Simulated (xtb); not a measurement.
**Run report: C3H7BSi, geometry relaxation (part 3 of 4)**

Continued. System: C3H7BSi, SMILES B[SiH](C)C#C. Method: GFN2-xTB, GBSA solvent acetonitrile (xtb 6.7.1). 

Geometry of the input (Å):
```
B  -1.5885  -0.5586  1.2324
Si -0.4380  -0.6457  -0.3507
C  1.3864  -0.9965  0.1191
C  -0.3764  0.9391  -1.3279
C  -0.3393  1.9777  -1.9332
H  -1.7711  -1.5012  1.9025
H  -2.1185  0.4301  1.5638
H  -0.8188  -1.6636  -1.3607
H  2.0223  -1.0159  -0.7604
H  1.4819  -1.9560  0.6199
H  1.8725  -0.0436  0.9567
H  -0.3050  2.8830  -2.4700
```

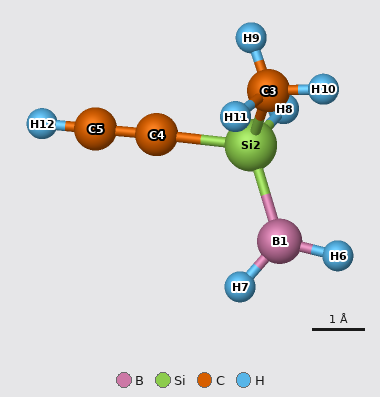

**Figure 1.** The input geometry (ball-and-stick view, seen at a tilt; atoms are numbered from 1 in the order of the input).

### Log, continued
```
 ---------------------------
B1-Si2=1.9594        B1-H6=1.1714         B1-H7=1.1703         Si2-B1=1.9594        Si2-C3=1.9165        Si2-C4=1.8644
Si2-H8=1.4867        C3-Si2=1.9165        C3-H9=1.0856         C3-H10=1.0866        C3-H11=1.0873        C4-Si2=1.8644
C4-C5=1.2033         C5-C4=1.2033         C5-H12=1.0529        H6-B1=1.1714         H7-B1=1.1703         H8-Si2=1.4867
H9-C3=1.0856         H10-C3=1.0866        H11-C3=1.0873        H12-C5=1.0529
 B  H  Rav=1.1709 sigma=0.0005  Rmin=1.1703  Rmax=1.1714     2
 C  H  Rav=1.0781 sigma=0.0146  Rmin=1.0529  Rmax=1.0873     4
 C  C  Rav=1.2033 sigma=0.0000  Rmin=1.2033  Rmax=1.2033     1
 Si H  Rav=1.4867 sigma=0.0000  Rmin=1.4867  Rmax=1.4867     1
 Si B  Rav=1.9594 sigma=0.0000  Rmin=1.9594  Rmax=1.9594     1
 Si C  Rav=1.8905 sigma=0.0261  Rmin=1.8644  Rmax=1.9165     2

 selected bond angles (degree)
 --------------------
H6-B1-Si2=121.19               H7-B1-Si2=122.30               H7-B1-H6=116.51                C3-Si2-B1=111.97
C4-Si2-B1=114.03               C4-Si2-C3=105.12               H8-Si2-B1=115.25               H8-Si2-C3=106.31
H8-Si2-C4=103.20               H9-C3-Si2=111.07               H10-C3-Si2=110.79              H10-C3-H9=107.90
H11-C3-Si2=111.45              H11-C3-H9=107.64               H11-C3-H10=107.83              C5-C4-Si2=178.54
H12-C5-C4=179.42

 selected dihedral angles (degree)
 ---------------------------------
C3-Si2-B1-H6=293.11           C3-Si2-B1-H7=113.14           C4-Si2-B1-H6=173.91           C4-Si2-B1-H7=353.95
H8-Si2-B1-H6= 54.79           H8-Si2-B1-H7=234.82           H9-C3-Si2-B1=181.02           H9-C3-Si2-C4=305.33
H9-C3-Si2-H8= 54.33           H10-C3-Si2-B1= 61.11          H10-C3-Si2-C4=185.43          H10-C3-Si2-H8=294.43
H11-C3-Si2-B1=301.03          H11-C3-Si2-C4= 65.35          H11-C3-Si2-H8=174.35          C5-C4-Si2-B1= 23.32
C5-C4-Si2-C3=260.31           C5-C4-Si2-H8=149.07           H12-C5-C4-Si2=181.85
           -------------------------------------------------
          |                Final Singlepoint                |
           -------------------------------------------------

          ...................................................
          :                      SETUP                      :
          :.................................................:
          :  # basis functions                  33          :
          :  # atomic orbitals                  32          :
          :  # shells                           18          :
          :  # electrons                        26          :
          :  max. iterations                   250          :
          :  Hamiltonian                  GFN2-xTB          :
          :  restarted?                      false          :
          :  GBSA solvation                   true          :
          :  PC potential                    false          :
          :  electronic temp.          300.0000000     K    :
          :  accuracy                    1.0000000          :
          :  -> integral cutoff          0.2500000E+02      :
          :  -> integral neglect         0.1000000E-07      :
          :  -> SCF convergence          0.1000000E-05 Eh   :
          :  -> wf. convergence          0.1000000E-03 e    :
          :  Broyden damping             0.4000000          :
          :  net charge                          0          :
          :  unpaired electrons                  0          :
          ...................................................

 iter      E             dE          RMSdq      gap      omega  full diag
   1    -13.0919889 -0.130920E+02  0.131E-04    2.39       0.0  T
   2    -13.0919889 -0.310330E-11  0.873E-05    2.39     330.7  T
   3    -13.0919889  0.952127E-12  0.552E-05    2.39     523.4  T

   *** convergence criteria satisfied after 3 iterations ***

         #    Occupation            Energy/Eh            Energy/eV
      -------------------------------------------------------------
         1        2.0000           -0.7151871             -19.4612
       ...           ...                  ...                  ...
         7        2.0000           -0.4622220             -12.5777
         8        2.0000           -0.4474782             -12.1765
         9        2.0000           -0.4191584             -11.4059
        10        2.0000           -0.4136827             -11.2569
        11        2.0000           -0.4087176             -11.1218
        12        2.0000           -0.3974108             -10.8141
        13        2.0000           -0.3764435             -10.2435 (HOMO)
        14                         -0.2884456              -7.8490 (LUMO)
        15                         -0.1938193              -5.2741
        16                         -0.1893773              -5.1532
        17                         -0.1575448              -4.2870
        18                         -0.0998525              -2.7171
       ...                                ...                  ...
        32                          1.3598039              37.0021
      -------------------------------------------------------------
                  HL-Gap            0.0879978 Eh            2.3945 eV
             Fermi-level           -0.3324445 Eh           -9.0463 eV

 SCC (total)                   0 d,  0 h,  0 min,  0.003 sec
 SCC setup                      ...        0 min,  0.000 sec (  4.654%)
 Dispersion                     ...        0 min,  0.000 sec (  0.841%)
 classical contributions        ...        0 min,  0.000 sec (  0.236%)
 integral evaluation            ...        0 min,  0.001 sec ( 19.674%)
 iterations                     ...        0 min,  0.001 sec ( 29.941%)
 molecular gradient             ...        0 min,  0.001 sec ( 42.086%)
 printout                       ...        0 min,  0.000 sec (  2.187%)

         :::::::::::::::::::::::::::::::::::::::::::::::::::::
         ::                     SUMMARY                     ::
         :::::::::::::::::::::::::::::::::::::::::::::::::::::
         :: total energy             -12.843011653943 Eh    ::
         :: w/o Gsasa/hb/shift       -12.836055439551 Eh    ::
         :: gradient norm              0.000677858106 Eh/a0 ::
         :: HOMO-LUMO gap              2.394542981507 eV    ::
         ::.................................................::
         :: SCC energy               -13.091973726575 Eh    ::
         :: -> isotropic ES            0.030390376119 Eh    ::
         :: -> anisotropic ES          0.002288640019 Eh    ::
         :: -> anisotropic XC          0.010770045927 Eh    ::
         :: -> dispersion             -0.006806537953 Eh    ::
         :: -> Gsolv                  -0.007047986886 Eh    ::
         ::    -> Gelec               -0.000091772494 Eh    ::
         ::    -> Gsasa               -0.008200342054 Eh    ::
         ::    -> Ghb                 -0.000803147691 Eh    ::
         ::    -> Gshift               0.002047275352 Eh    ::
         :: repulsion energy           0.248962072632 Eh    ::
         :: add. restraining           0.000000000000 Eh    ::
         :: total charge              -0.000000000000 e     ::
         :::::::::::::::::::::::::::::::::::::::::::::::::::::

           -------------------------------------------------
          |                Numerical Hessian                |
           -------------------------------------------------
step length          :   0.00500
SCC accuracy         :   0.30000
Hessian scale factor :   1.00000
frozen atoms in %    :   0.00000    0
RMS gradient         :   0.00068
estimated CPU  time      0.00 min

writing file <hessian>, containing the non-mass-weighted Hessian matrix in atomic units (Eₕ/Bohr²).

 projected vibrational frequencies (cm⁻¹)
eigval :       -0.00    -0.00    -0.00     0.00     0.00     0.00
eigval :      -23.42   100.64   118.13   131.04   157.37   266.66
eigval :      281.57   582.86   595.31   618.77   665.33   675.33
eigval :      681.20   704.59   728.79   747.93   822.79   829.36
eigval :     1188.85  1355.89  1483.70  1489.36  2047.32  2195.29
eigval :     2632.34  2655.15  3022.28  3029.08  3042.76  3343.61
           -------------------------------------------------
          |                Property Printout                |
           -------------------------------------------------

    * Orbital Energies and Occupations

         #    Occupation            Energy/Eh            Energy/eV
      -------------------------------------------------------------
         1        2.0000           -0.7151873             -19.4612
         2        2.0000           -0.5916192             -16.0988
         3        2.0000           -0.5585596             -15.1992
         4        2.0000           -0.5058831             -13.7658
         5        2.0000           -0.4966497             -13.5145
         6        2.0000           -0.4640127             -12.6264
         7        2.0000           -0.4622220             -12.5777
         8        2.0000           -0.4474784             -12.1765
         9        2.0000           -0.4191586             -11.4059
        10        2.0000           -0.4136828             -11.2569
        11        2.0000           -0.4087178             -11.1218
        12        2.0000           -0.3974108             -10.8141
        13        2.0000           -0.3764436             -10.2436 (HOMO)
        14                         -0.2884459              -7.8490 (LUMO)
        15                         -0.1938194              -5.2741
        16                         -0.1893773              -5.1532
        17                         -0.1575450              -4.2870
        18                         -0.0998526              -2.7171
        19                         -0.0771280              -2.0988
        20                          0.0061727               0.1680
        21                          0.0282895               0.7698
        22                          0.1269022               3.4532
        23                          0.1977080               5.3799
        24                          0.2279795               6.2036
       ...                                ...                  ...
        32                          1.3598038              37.0021
      -------------------------------------------------------------
                  HL-Gap            0.0879977 Eh            2.3945 eV
             Fermi-level           -0.3324447 Eh           -9.0463 eV

     #   Z          covCN         q      C6AA      α(0)
     1   5          2.816     0.186    18.468     7.179
     2  14          3.602     0.419   100.101    19.215
     3   6          3.647    -0.200    24.838     7.161
     4   6          1.860    -0.135    34.954     9.550
     5   6          1.910    -0.093    33.660     9.370
     6   1          0.939    -0.100     5.566     3.689
     7   1          0.939    -0.100     5.540     3.680
     8   1          0.911    -0.110     5.925     3.808
     9   1          0.925     0.025     2.657     2.549
    10   1          0.925     0.017     2.785     2.610
    11   1          0.925     0.017     2.782     2.608
    12   1          0.928     0.075     2.036     2.231

 Mol. C6AA /au·bohr⁶  :       1965.800582
 Mol. C8AA /au·bohr⁸  :      61121.006078
 Mol. α(0) /au        :         73.648969

Wiberg/Mayer (AO) data.
largest (>0.10) Wiberg bond orders for each atom

 ---------------------------------------------------------------------------
     #   Z sym  total        # sym  WBO       # sym  WBO       # sym  WBO
 ---------------------------------------------------------------------------
     1   5      3.040 --     7      0.995     6      0.994     2      0.892
     2  14      3.648 --     4      0.924     1      0.892     3      0.881
                             8      0.874
     3   6      3.974 --    10      0.993     9      0.992    11      0.992
                             2      0.881
     4   6      3.938 --     5      2.917     2      0.924
     5   6      3.973 --     4      2.917    12      0.966
     6   1      0.989 --     1      0.994
     7   1      0.990 --     1      0.995
     8   1      0.988 --     2      0.874
     9   1      0.999 --     3      0.992
    10   1      1.000 --     3      0.993
    11   1      1.000 --     3      0.992
    12   1      0.994 --     5      0.966
 ---------------------------------------------------------------------------

Topologies differ in total number of bonds
Writing topology from bond orders to xtbtopo.mol

molecular dipole:
                 x           y           z       tot (Debye)
 q only:       -0.209      -0.077       0.080
   full:       -0.107      -0.074       0.419       1.115
molecular quadrupole (traceless):
                xx          xy          yy          xz          yz          zz
 q only:       -0.303       0.863       0.894       0.760      -0.276      -0.591
  q+dip:       -2.778       0.519       4.056      -0.308      -3.870      -1.279
   full:       -0.083       0.719       1.386       0.959      -2.073      -1.302

           -------------------------------------------------
          |                Geometry Summary                 |
           -------------------------------------------------

      molecular mass/u    :       81.9843197
   center of mass at/Å    :       -0.2469206      -0.0346356      -0.4001645
  moments of inertia/u·Å² :        0.9348841E+02   0.1836233E+03   0.2485596E+03
rotational constants/cm⁻¹ :        0.1803179E+00   0.9180553E-01   0.6782130E-01

 * 9 selected distances

     #   Z          #   Z                                           value/Å
     1   5          2  14                                         1.9594261 (max)
     2  14          3   6                                         1.9165495
     4   6          5   6                                         1.2032526
     1   5          6   1                                         1.1714331
     1   5          7   1                                         1.1703370
     2  14          8   1                                         1.4867339
     3   6          9   1                                         1.0855891 (min)
     3   6         10   1                                         1.0866159
     3   6         11   1                                         1.0873040

 * 6 distinct bonds (by element types)

   Z      Z             #   av. dist./Å        max./Å        min./Å
   1 H    5 B           2     1.1708851     1.1714331     1.1703370
   1 H    6 C           3     1.0865030     1.0873040     1.0855891
   6 C    6 C           1     1.2032526     1.2032526     1.2032526
   1 H   14 Si          1     1.4867339     1.4867339     1.4867339
   5 B   14 Si          1     1.9594261     1.9594261     1.9594261
   6 C   14 Si          1     1.9165495     1.9165495     1.9165495
```
